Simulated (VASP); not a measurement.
Band structure of SiC (relaxed from the rock salt structure, space group Fm-3m). All values below come from PBEsol GGA, VASP's PBE PAW potentials (set 64) (plane waves; VASP).

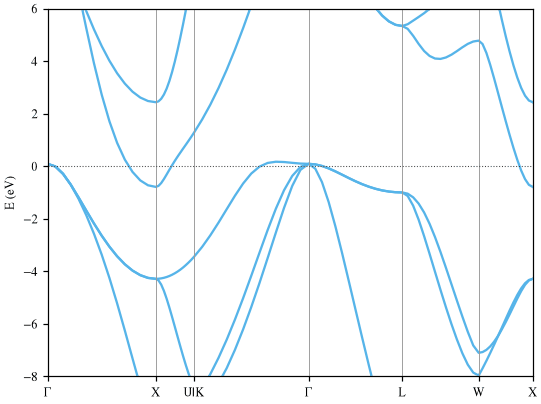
Figure. Bands along high-symmetry lines, zero at the valence-band maximum or, without a gap, the Fermi level

Question: Read the plot: is there a gap, and where are the band edges?

Answer: It has no gap at this level: it comes out as a metal or semimetal. (Edges off the drawn lines would not show.)

The structure was generated: SiC was put into the rock salt type (Fm-3m), which need not be its known phase. It was relaxed first.
